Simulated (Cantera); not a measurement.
Feed: 1 mol SiC, 0.005 mol O₂, 83 mol N₂, at 20.0 mbar.

Equilibrium computed with Cantera from the NASA thermochemical tables; the gas is ideal and each condensed phase is pure. Candidate condensed phases: C, Si, SiC, SiO₂, Si₂N₂O, Si₃N₄; 34 gas species. N₂ is the only nitrogen source here; it is nearly inert below about 1500 K, so the nitride shown seldom forms there in practice. Mutual solubility and eutectic melting of coexisting phases are not modelled. Equilibrium is a limit: real reactors are often held back by kinetics, nucleation or transport.

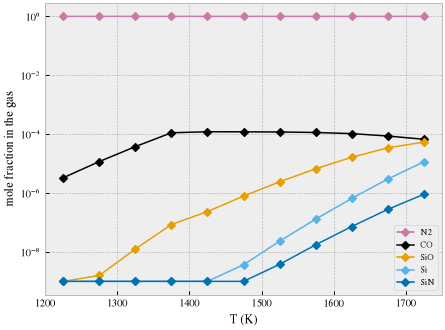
Figure. Equilibrium gas composition (values under 1e-9 drawn at 1e-9)

From 1225 K to 1375 K the condensed part is C(graphite) + Si₂N₂O(s) + Si₃N₄(s). From 1425 K to 1675 K the condensed part is SiC(s) + Si₃N₄(s). At 1725 K the condensed part is SiC(s).
